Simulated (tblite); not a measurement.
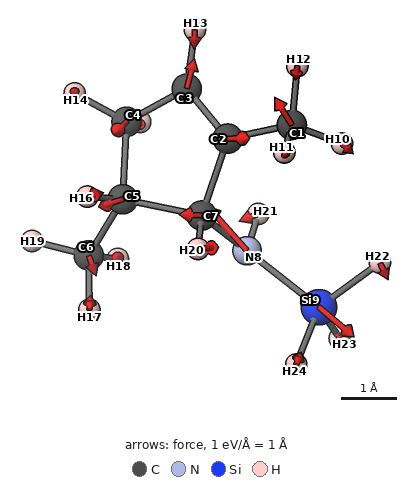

Starting geometry of C7H15NSi with the computed forces as red arrows. The picture is a ball-and-stick view, seen at a tilt.

Level of theory: GFN2-xTB geometry optimisation, gas phase in tblite 0.8.0. 

Question: Is this structure relaxed? If not, where do the atoms go?

Answer: It isn't relaxed: the largest force vector, on the N atom, is 1.13 eV/Å. The final displacements have little in common with the starting forces (cosine between the two patterns 0.16). After 99 geometry steps the energy has fallen by 4.53 kcal/mol. The largest move after the best rigid fit is that of an H atom, 0.43 Å. By element the largest moves are H 0.43 Å, C 0.17 Å, N 0.11 Å, Si 0.11 Å. Some distances before and after: N–Si 1.691 → 1.712 Å, H–Si 1.478 → 1.463 Å, C–H 1.107 → 1.095 Å, C–H 1.090 → 1.078 Å. Bond angles that change, for instance: N–Si–H 107.6° → 116.0°, Si–N–H 110.7° → 118.8°, N–C–H 111.5° → 107.0°. The run took 0.72 s on 1 thread of Arm Neoverse V2, on a shared host.
